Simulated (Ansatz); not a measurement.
## Electronic structure of CH₄Cl₂Si in real space

```xyz
8

Si    0.4128    0.0177    0.0331
C     0.8478   -0.0093    1.8388
H    -0.0539   -0.0992    2.4523
H     1.5027   -0.8588    2.0600
H     1.3666    0.9134    2.1195
H     1.5832    0.1285   -0.8654
Cl   -0.8116    1.6274   -0.3579
Cl   -0.5759   -1.7196   -0.4645
```

The calculation used RKS PBE0-D4/6-31G* in Ansatz.

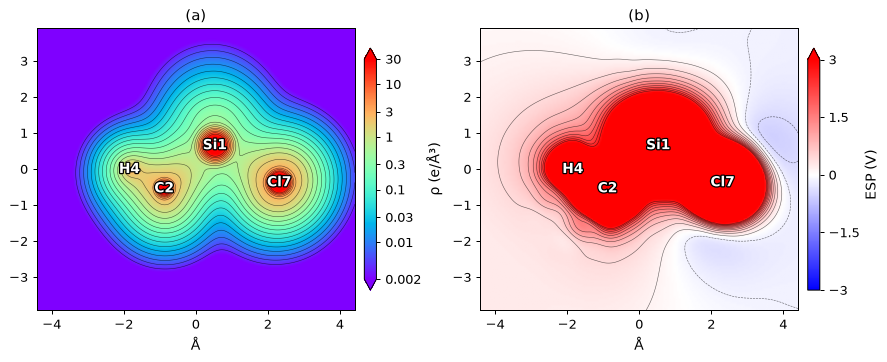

Figure 1. (a) total electron density; (b) molecular electrostatic potential on the plane of atoms Si1, C2 and H4.

Question: What does the map show?

Answer: The section cuts through Si, C, H and Cl sites.
C–Si (1.86 Å): the density is about 1 e/Å³ at the midpoint.
Si–Cl (2.06 Å): the density is about 0.89 e/Å³ at the midpoint.
C–H (1.10 Å): ρ is about 1.9 e/Å³ halfway.
Outside the dense part of the molecule the potential is most negative (−0.5 V) near Cl7.

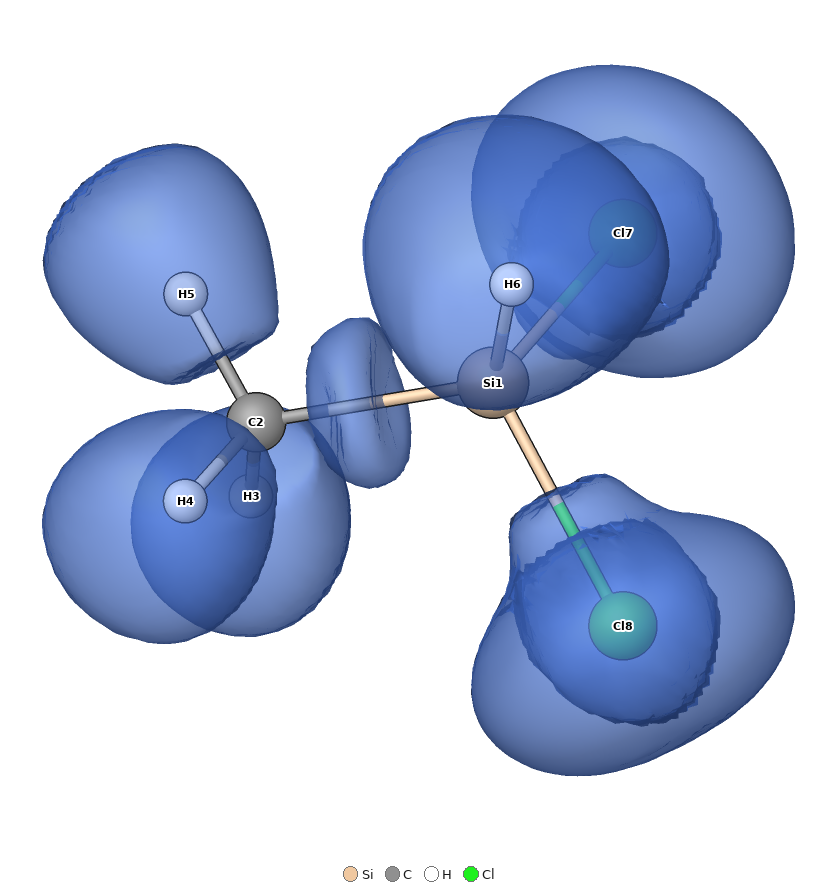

Figure 2. Isosurface of the ELF at 0.8 (blue), seen at a tilt. Only the valence region is drawn (cores and ρ < 0.01 e/Å³ removed).

Question: What do the ELF domains correspond to?

Answer: At this value the surface marks out one region between bonded C–Si atoms (shared pairs), four regions around hydrogen nuclei and two regions on Cl in which the atom's valence shell and bonds are merged.


C–Si (1.86 Å): the ELF peaks at about 0.95 between the atoms, as expected for localised, covalent bonding. Si–Cl (2.06 Å): the ELF peaks at about 0.90 between the atoms; a shared but strongly polarised pair.

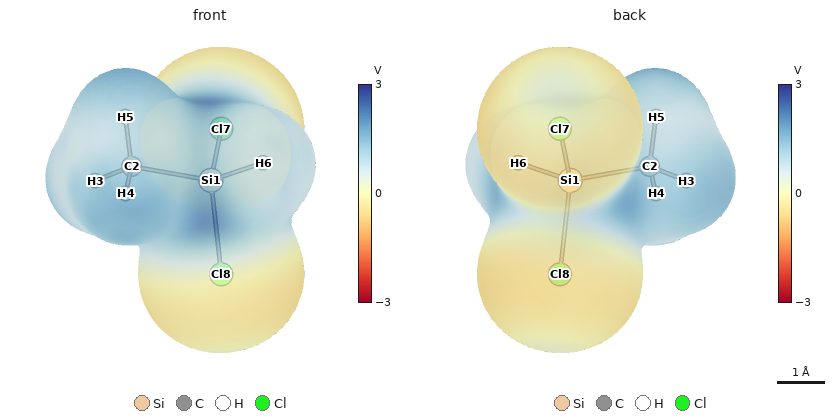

Figure 3. The electrostatic potential painted on the density surface at 0.004 e/bohr³, seen from the front and from behind; red is negative and blue positive.

Question: Describe the electrostatic potential map.

Answer: The most negative region (about −0.5 V) lies over Cl7 and Cl8, the most positive (about +2.1 V) over Si1. Cl7 shows a σ-hole: about +0.3 V at the tip opposite its bond, against about −0.3 V on its flanks. Cl8 shows a σ-hole: about +0.2 V at the tip opposite its bond, against about −0.3 V on its flanks.

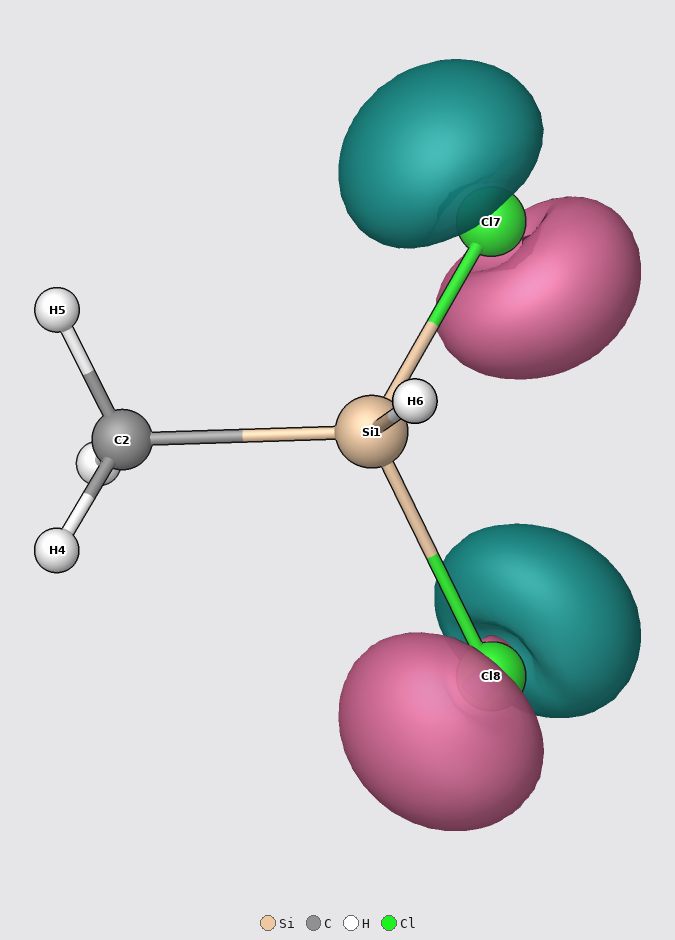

Figure 4. The HOMO−1 at ±0.2 Å⁻³ᐟ² (teal and pink are the two phases), seen at a tilt.

Question: Describe this orbital and give its energy.

Answer: It lies mainly on Cl7 (about 45 %) and Cl8 (about 45 %); largely a combination of lone pairs on Cl7 and Cl8. Its energy is −9.16 eV.
